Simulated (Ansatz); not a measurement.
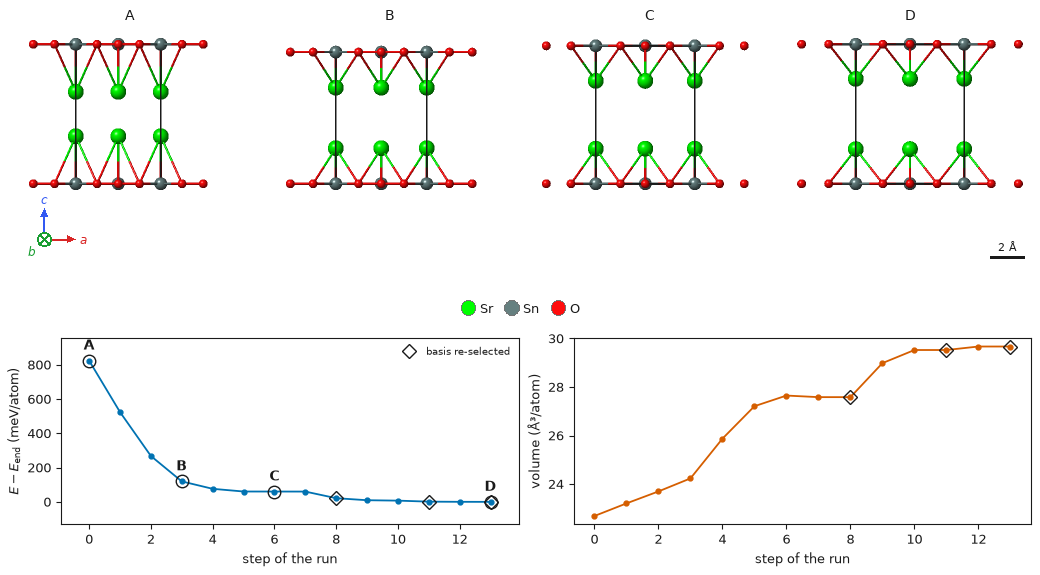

Frames of a relaxation of a crystal of Sr2SnO3 (a generated structure, set up in Cmmm) (coarse preliminary run), marked on the history of the run. The picture is a ball-and-stick view of the conventional cell (2 times the calculation's cell), seen along the b axis. Lengths and directions refer to the drawn axes.

All numbers below come from Ansatz 0.2.0, DFT PBE, scalar-relativistic, plane waves, PAW. Set-up: plane-wave cutoff 420 eV; k-point mesh 4 × 4 × 2; occupations gaussian; smearing width 0.1 eV; no spin polarisation; cell and atoms relaxed; force threshold 0.04 eV/Å; at most 70 steps.

What happens along the run?

Answer. After 10 accepted moves (13 points after the start) the energy has fallen by 824 meV per atom. Largest force component: 4.9 eV/Å at the start, 0.012 eV/Å at the end. The pressure goes from 7.61 to −0.01 GPa. At 3 points the geometry stayed and the basis and grid were re-selected for the new cell (energy shift of 38.6 meV per atom at most each time). The largest moves relative to the cell, 0.77 Å, are those of Sr atoms. O and Sn stay in place. Cell: a 5.068 → 6.466 Å (+27.6 %), b 6.457 → 6.617 Å (+2.5 %), c 8.317 → 8.322 Å (+0.1 %). Volume +30.8 %. Some distances before and after: Sr–Sr 2.649 → 4.190 Å, O–Sr 2.834 → 2.066 Å, O–Sn 2.534 → 3.233 Å, O–Sr 3.499 → 3.101 Å. Bond angles that change, for instance: O–Sn–O 76.3° → 88.7°, O–Sn–O 103.7° → 91.3°. The space group stays Cmmm (No. 65). From step 0 to 3: Sr atoms move most (0.55 Å), volume +6.8 %, energy −705 meV per atom. From step 3 to 6: Sr atoms move most (0.13 Å), volume +14.1 %, energy −59.2 meV per atom. From step 6 to 13: Sr atoms move most (0.05 Å), volume +7.3 %, energy −60.3 meV per atom.

```tsv
step	E − E(0), meV/atom	largest force component, eV/Å	pressure, GPa	volume, Å³/atom	note
0	0.00	4.8703	7.61	22.683	
1	-300.04	3.2969	5.10	23.202	
2	-556.32	2.3503	3.74	23.696	
3	-704.62	0.2596	4.89	24.233	
4	-747.89	0.3161	2.80	25.871	
5	-763.67	0.0321	0.64	27.209	
6	-763.84	0.0489	-0.13	27.648	
7	-764.02	0.0076	0.00	27.583	
8	-802.60	0.0133	1.58	27.583	same geometry, new basis
9	-814.48	0.0202	0.43	28.985	
10	-816.89	0.0183	0.00	29.525	
11	-822.82	0.0194	0.11	29.525	same geometry, new basis
12	-823.80	0.0116	-0.02	29.669	
13	-824.12	0.0120	-0.01	29.669	same geometry, new basis
```

Limits of the set-up: the k-point mesh is coarse for a cell with partly filled bands.
